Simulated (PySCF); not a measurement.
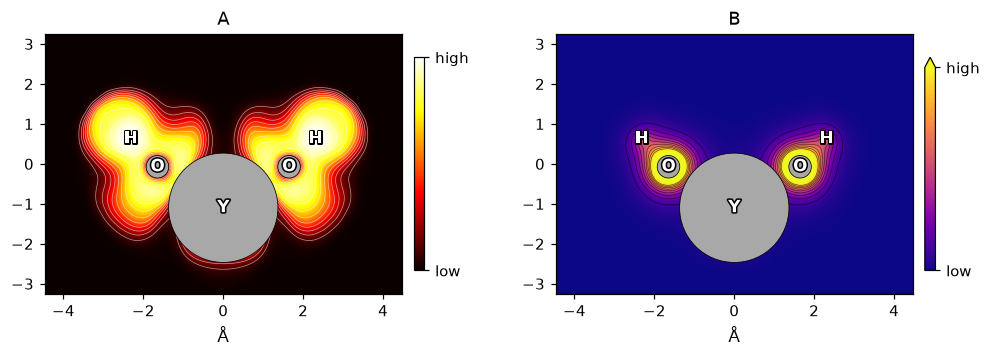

H2O2Y (charge +1): 2 fields on the molecular plane, with unlabelled colour scales. Grey discs cover the atomic cores.

Core potentials replace the inner electrons of Y.

Method: RKS PBE0, Y def2-SVP with ECP28, O def2-SVP, H def2-SVP; non-relativistic Hamiltonian with scalar-relativistic core potentials where named; density fitting (PySCF).

Match the panels to the quantities (electron density and electron localisation function).

Panel A: electron localisation function. Panel B: electron density. From the grid: Y–O (1.94 Å): ρ is about 0.85 e/Å³ halfway; the ELF peaks at about 0.80 in the valence shell of O, 0.5 Å from its nucleus, and drops to about 0.20 between the two atoms (a closed-shell, largely ionic contact). O–H (0.96 Å): ρ at the midpoint is about 3.7 e/Å³; the ELF climbs to about 1 towards the hydrogen, as it does in any bond to H; a covalent bond by its length.
